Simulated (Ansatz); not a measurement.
C₂H₆FISi

Input

```
crystal:
  periodic: [false, false, false]
  atoms:
    - {symbol: C, position_ang: [-1.893292, -0.057999, -0.586281]}
    - {symbol: C, position_ang: [0.120530, -1.614905, 1.248861]}
    - {symbol: F, position_ang: [0.419667, 1.114550, 0.553232]}
    - {symbol: I, position_ang: [-1.958412, 0.766639, 2.867811]}
    - {symbol: Si, position_ang: [-0.727741, -0.002840, 0.864427]}
    - {symbol: H, position_ang: [-1.348494, -0.365130, -1.494579]}
    - {symbol: H, position_ang: [-2.706209, -0.777856, -0.403809]}
    - {symbol: H, position_ang: [-2.340666, 0.931460, -0.764371]}
    - {symbol: H, position_ang: [0.806582, -1.500362, 2.101568]}
    - {symbol: H, position_ang: [-0.618073, -2.391716, 1.500549]}
    - {symbol: H, position_ang: [0.701512, -1.951834, 0.374175]}
basis:
  gaussian:
    orbitals: def2-SVPD
hamiltonian:
  xc: {name: PBE0}
output:
  forces: true
  orbitals: {seedname: orbitals}
```

Run with:

```sh
ansatz run input.yaml --threads 2 --pin off --max-ram 4350MiB --events-out events.jsonl --progress --plain --runs-dir runs
```

Geometry: B3LYP-D3(BJ)/def2-SVP; core potentials replace the inner electrons of I.

Level of theory: isolated molecule in a Gaussian basis; Kohn-Sham density functional theory, functional PBE0 (Ansatz 0.2.0).

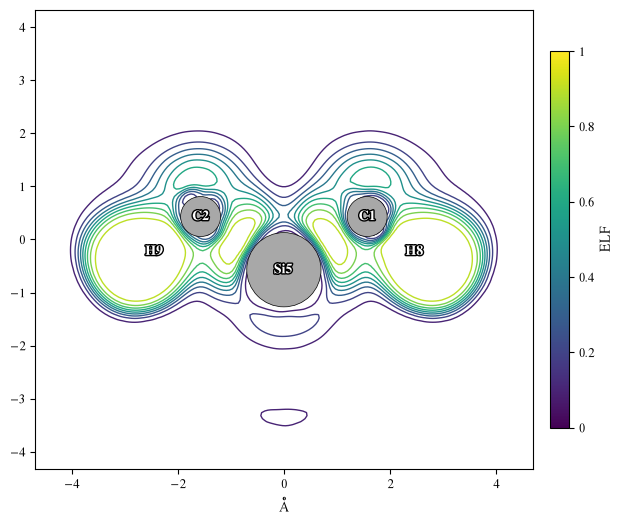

Figure 1. ELF on the plane of atoms C1, Si5 and C2. Grey discs cover the atomic cores.

### What does the map show?

The section cuts through C, Si and H sites. C–Si (1.86 Å): the ELF peaks at about 0.95 between the atoms (a shared electron pair). C–H (1.10 Å): the ELF climbs to about 1 towards the hydrogen, as it does in any bond to H (an ordinary covalent bond to hydrogen).

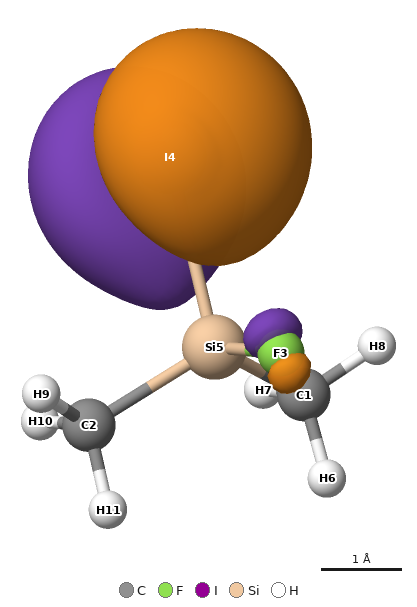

Figure 2. The HOMO−1 at ±0.1 Å⁻³ᐟ² (orange and purple are the two phases), seen at a tilt.

### Describe this orbital and give its energy.

It lies mainly on I4 (about 90 %); largely a lone pair of I4. Its energy is −7.69 eV.
